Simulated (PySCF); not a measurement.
# C₆H₈FN: excited states

Aim: compute the excited states of C₆H₈FN (`[H]/N=C/C(F)=C\C=C/C`).

Programs: PySCF 2.14.0, with routines of our own; each step states its level. All values are computed. Atoms count from 0.

## 1. The starting structure

16 atoms, charge 0, multiplicity 1; geometry from: GFN2-xTB.

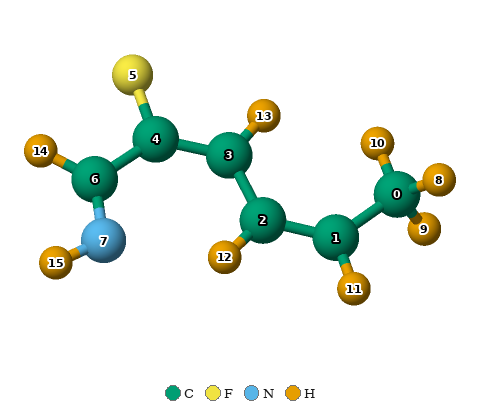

The starting geometry (carbon teal, fluorine yellow, nitrogen blue, hydrogen amber).

## 2. Excited states: TDA wB97X-D/def2-SVPD

The job: settings as JSON, then the geometry in Å.

```
{"job": {"kind": "states", "xc": "wB97X-D", "basis": "def2-SVPD", "tda": true, "soc": true, "nstates": 6, "ntriplets": 6, "nquad": 4}, "charge": 0, "multiplicity": 1}
C     -2.515276     1.168144     0.536119
C     -1.282708     1.242009    -0.295145
C     -0.175201     0.494594    -0.194330
C      0.038448    -0.550225     0.761354
C      1.162100    -1.288051     0.843978
F      1.204709    -2.245382     1.812594
C      2.376498    -1.248545     0.062846
N      2.552364    -0.434471    -0.889530
H     -2.690048     2.129935     1.018996
H     -3.376283     0.967348    -0.101857
H     -2.461803     0.399997     1.300211
H     -1.312643     2.000770    -1.066934
H      0.647804     0.663099    -0.872357
H     -0.741505    -0.780179     1.474786
H      3.113190    -1.995437     0.389452
H      3.452756    -0.514660    -1.355402
```

Method: TDA wB97X-D/def2-SVPD excited states, vertical, gas phase, spin-orbit mean-field couplings.

On the command line:

```
> OMP_NUM_THREADS=1 python excited_run.py task.json out
```

One launch serves the whole session: the jobs run in the order shown.

Standard output:

```text
coarse grid: 13624 points
cycle   1  E = -387.4543735731  dE =  1.279e+00  |g| = 5.908e-01  |ddm| = 9.600e+00
cycle   2  E = -387.4389327049  dE =  1.544e-02  |g| = 7.067e-01  |ddm| = 2.263e+00
cycle   3  E = -387.5342812307  dE = -9.535e-02  |g| = 5.681e-02  |ddm| = 1.291e+00
cycle   4  E = -387.5351159782  dE = -8.347e-04  |g| = 3.144e-02  |ddm| = 2.257e-01
cycle   5  E = -387.5353486237  dE = -2.326e-04  |g| = 9.556e-03  |ddm| = 8.240e-02
cycle   6  E = -387.5353741916  dE = -2.557e-05  |g| = 2.822e-03  |ddm| = 3.202e-02
cycle   7  E = -387.5353776102  dE = -3.419e-06  |g| = 8.791e-04  |ddm| = 1.183e-02
final grid: 132824 points
cycle   8  E = -387.5917174071  dE = -1.009e-04  |g| = 7.887e-03  |ddm| = 2.522e-01
cycle   9  E = -387.5917136177  dE =  3.789e-06  |g| = 9.659e-03  |ddm| = 3.711e-02
cycle  10  E = -387.5917304058  dE = -1.679e-05  |g| = 5.464e-04  |ddm| = 1.466e-02
cycle  11  E = -387.5917304631  dE = -5.734e-08  |g| = 4.292e-04  |ddm| = 4.718e-03
cycle  12  E = -387.5917305055  dE = -4.240e-08  |g| = 9.716e-05  |ddm| = 1.301e-03
cycle  13  E = -387.5917305076  dE = -2.132e-09  |g| = 2.472e-05  |ddm| = 2.658e-04
cycle  14  E = -387.5917305079  dE = -2.977e-10  |g| = 6.486e-06  |ddm| = 1.501e-04
converged SCF energy = -387.5917305079

Singlet excitations
state   eV       nm        f     d(h-e)  d(exc)  Lambda  PR(NTO)  |dmu|/D   mu/D   main configurations
  1   4.3621   284.2   0.00091   0.975   2.712   0.495   1.013    2.459    2.669   H-1->L 0.94
  2   4.6727   265.3   0.68801   1.242   3.245   0.769   1.086    3.233    3.388   H->L 0.94
  3   6.5619   188.9   0.06617   0.188   3.363   0.782   1.592    0.631    0.494   H-2->L 0.73, H->L+2 0.21
  4   6.7678   183.2   0.00127   0.560   3.777   0.315   1.259    2.332    2.442   H->L+1 0.74
  5   6.7930   182.5   0.00044   0.861   3.031   0.417   1.512                     H-3->L 0.69, H-1->L+2 0.11
  6   7.2412   171.2   0.00602   0.504   3.807   0.302   1.096                     H->L+4 0.59, H->L+5 0.15, H->L+3 0.13

Triplet excitations (Tamm-Dancoff)
state   eV     d(h-e)  d(exc)  Lambda  PR(NTO)   main configurations
  1   2.3778   0.319   2.871   0.777   1.067   H->L 0.93
  2   3.7207   0.879   2.562   0.492   1.011   H-1->L 0.89
  3   4.4036   0.155   2.380   0.773   1.913   H-2->L 0.56, H->L+2 0.33
  4   5.5754   0.322   2.150   0.740   1.876   H-4->L 0.63, H->L+7 0.12, H-2->L+2 0.12
  5   6.0031   1.213   3.449   0.771   1.782   H->L+2 0.59, H-2->L 0.32
  6   6.4821   0.841   2.901   0.430   1.289   H-3->L 0.69, H-1->L+2 0.15
S1 - T1 = 1.9843 eV

Spin-orbit couplings |<S|Hso|T>| (cm-1)
             T1       T2       T3       T4       T5       T6
S0        0.045   25.380    0.064    0.041    0.053    6.259
S1        7.952    0.422    9.108   10.779    2.192    3.362
S2        0.002    8.158    0.012    0.038    0.012    1.148
S3        0.022    7.074    0.010    0.018    0.006    2.034
S4        2.312    0.704    0.328    2.767    1.033    0.360
S5        2.058    2.393    3.097    6.650    1.636    0.766
S6        2.453    0.118    0.801    1.724    0.832    0.596
T1 sublevels (cm-1): 0.000 0.000 0.002   radiative rates (1/s): 0.00141 3.85e-05 0.0372
```

Wall time 45 s (1 thread of Arm Neoverse V1, shared host); peak memory 0.92 GiB.

In short:

| quantity | value |
| --- | --- |
| S1 less T1 | 1.98 eV |

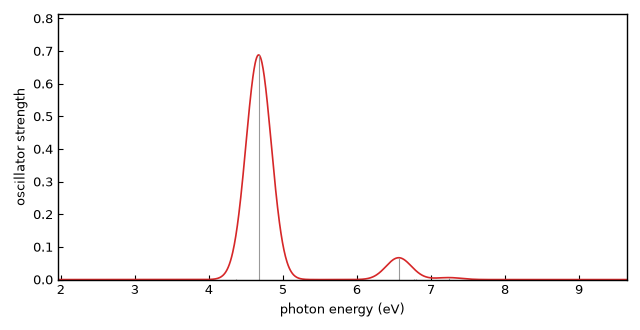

Absorption lines of the singlets. Lines are broadened to a width of 0.40 eV (Gaussian).

## 3. Excited states: TDDFT CAM-B3LYP/def2-SVPD

The job, as its differences from that of step 2:

```diff
@@ -1,2 +1,2 @@
-{"job": {"kind": "states", "xc": "wB97X-D", "basis": "def2-SVPD", "tda": true, "soc": true, "nstates": 6, "ntriplets": 6, "nquad": 4}, "charge": 0, "multiplicity": 1}
+{"job": {"kind": "states", "xc": "CAM-B3LYP", "basis": "def2-SVPD", "tpa": true, "nstates": 6, "nquad": 5, "ntriplets": 0}, "charge": 0, "multiplicity": 1}
 C     -2.515276     1.168144     0.536119
```

Level: TDDFT CAM-B3LYP/def2-SVPD excited states, vertical, gas phase, two-photon moments by quadratic response.

Standard output:

```text
coarse grid: 13624 points
cycle   1  E = -387.3926195291  dE =  1.229e+00  |g| = 5.916e-01  |ddm| = 1.199e+01
cycle   2  E = -387.3525782705  dE =  4.004e-02  |g| = 7.820e-01  |ddm| = 2.385e+00
cycle   3  E = -387.4711082066  dE = -1.185e-01  |g| = 7.149e-02  |ddm| = 1.461e+00
cycle   4  E = -387.4721452039  dE = -1.037e-03  |g| = 4.103e-02  |ddm| = 2.535e-01
cycle   5  E = -387.4725076199  dE = -3.624e-04  |g| = 1.090e-02  |ddm| = 9.405e-02
cycle   6  E = -387.4725344082  dE = -2.679e-05  |g| = 3.344e-03  |ddm| = 3.261e-02
cycle   7  E = -387.4725376983  dE = -3.290e-06  |g| = 7.541e-04  |ddm| = 1.054e-02
final grid: 132824 points
cycle   8  E = -387.5399996851  dE = -3.653e-05  |g| = 4.852e-03  |ddm| = 1.676e-01
cycle   9  E = -387.5399989053  dE =  7.798e-07  |g| = 5.670e-03  |ddm| = 2.640e-02
cycle  10  E = -387.5400048674  dE = -5.962e-06  |g| = 6.495e-04  |ddm| = 1.027e-02
cycle  11  E = -387.5400049527  dE = -8.536e-08  |g| = 1.696e-04  |ddm| = 1.596e-03
cycle  12  E = -387.5400049595  dE = -6.780e-09  |g| = 7.637e-05  |ddm| = 6.426e-04
cycle  13  E = -387.5400049608  dE = -1.255e-09  |g| = 2.171e-05  |ddm| = 1.696e-04
cycle  14  E = -387.5400049609  dE = -1.461e-10  |g| = 5.871e-06  |ddm| = 7.452e-05
converged SCF energy = -387.5400049609

Singlet excitations
state   eV       nm        f     d(h-e)  d(exc)  Lambda  PR(NTO)  |dmu|/D   mu/D   delta(TPA)   sigma/GM   main configurations
  1   4.3180   287.1   0.00053   0.966   2.718   0.495   1.016    2.426    2.682        0.96      0.007   H-1->L 0.94
  2   4.3282   286.5   0.49021   1.141   3.218   0.759   1.127    2.958    3.112      497.61      3.415   H->L 0.98
  3   6.4308   192.8   0.02756   0.468   3.377   0.780   1.449    1.224    1.430     2686.25     40.699   H-2->L 0.85, H->L+3 0.12
  4   6.4380   192.6   0.00031   0.807   4.013   0.303   1.040    3.196    3.325       19.59      0.298   H->L+1 0.87
  5   6.8036   182.2   0.00090   0.996   2.982   0.427   1.279    3.257    3.601        0.53      0.009   H-3->L 0.75, H-1->L+3 0.13
  6   6.8825   180.1   0.00013   1.545   4.397   0.267   1.086                                            H->L+2 0.65, H->L+4 0.21
```

Wall time 55 s (1 thread of Arm Neoverse V1, shared host); peak memory 1 GiB.

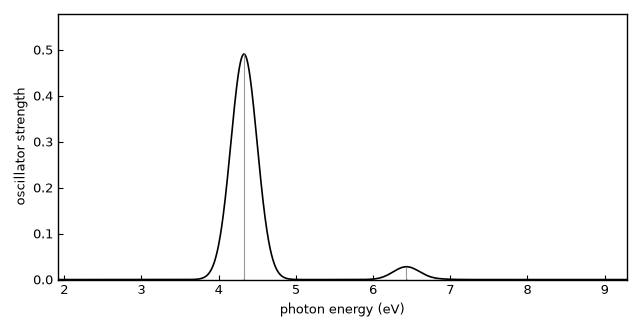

Absorption lines of the singlets. Lines are broadened to a width of 0.40 eV (Gaussian).

## 4. What came out

```
                                  quantity    value
S1 less T1 (step 2, TDA wB97X-D/def2-SVPD)  1.98 eV
```

What this shows: In step 2, the number of triplets below S1 is 2, and the largest singlet-triplet spin-orbit coupling is S0–T2, 25.38 cm⁻¹. In step 3 some excited states are degenerate or nearly so.
